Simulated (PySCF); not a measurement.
C4H8AlBS2

The calculation's input:

```
{"job": {"kind": "uv", "xc": "CAM-B3LYP", "basis": "def2-SVPD", "nstates": 8, "ntriplets": 3}, "charge": 0, "multiplicity": 1}
C      1.174630     2.920021    -1.068549
C      0.490534     1.997490    -0.685365
Al    -0.631757     0.535390    -0.075675
S     -2.632897     0.967082     0.736138
C     -3.423653    -0.695897     0.817154
S     -0.027573    -1.578537    -0.430782
B      1.678828    -1.597451     0.043045
C      2.375758    -0.406447     0.800732
H      1.770886     3.725578    -1.398882
H     -2.715717    -1.473266     0.529345
H     -4.273438    -0.692638     0.141674
H     -3.760843    -0.848374     1.837693
H      2.270268    -2.568813    -0.235352
H      1.668522     0.259671     1.310929
H      3.107896    -0.745964     1.531554
H      2.920957     0.211100     0.084458
```

Command:

```sh
OMP_NUM_THREADS=1 python probes_run.py task.json out
```

Geometry: GFN2-xTB.

Theory: CAM-B3LYP/def2-SVPD, SCF density, gas phase (PySCF).

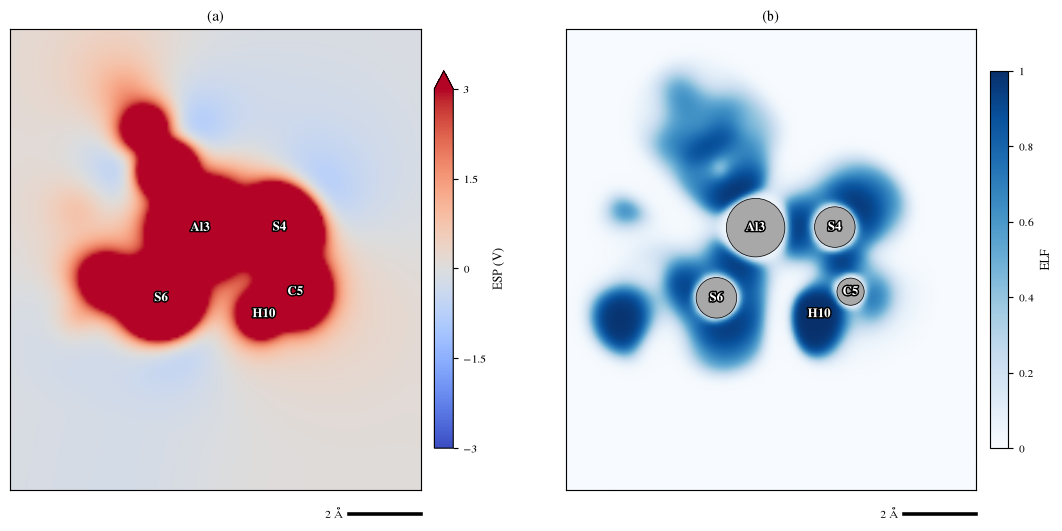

Figure 1. (a) molecular electrostatic potential; (b) electron localisation function on the plane of atoms S4, C5 and H10. Grey discs cover the atomic cores in the ELF map.

Read the bonding off the picture.

Atoms in the plane: Al, S, C and H. C–S (1.84 Å): the ELF peaks at about 0.95 between the atoms; localised, covalent bonding. Al–S (2.20 Å): the ELF peaks at about 0.90 in the valence shell of S, 1.0 Å from its nucleus, and is about 0.90 at the midpoint. The ELF also peaks beside S6 and S4, away from the bonds: lone-pair regions. Outside the dense part of the molecule the potential is most negative (−0.8 V) near C2, which lies off the plane.

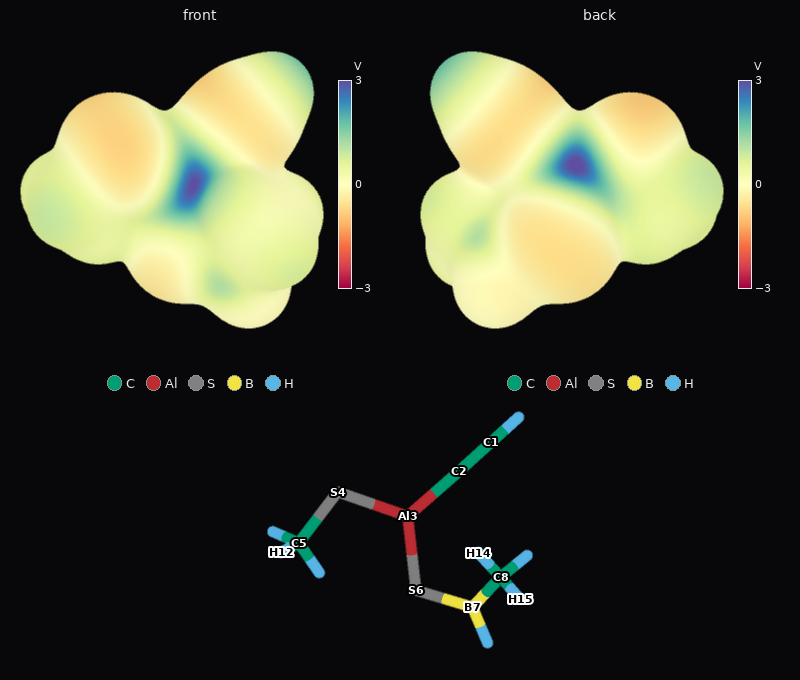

Figure 2. The electrostatic potential painted on the density surface at 0.002 e/bohr³, seen from the front and from behind; red is negative and blue positive. The bare structure is drawn below in the same view.

Which sites attract a positive test charge, and which a negative one?

A positive charge is drawn to the negative regions and a negative charge to the positive ones. The most negative region (about −0.8 V, or −18 kcal/mol for a unit charge) lies over S4, the most positive (about +2.9 V, or +67 kcal/mol for a unit charge) over Al3.

How polar is the molecule by this calculation?

Its dipole moment is 0.67 D.
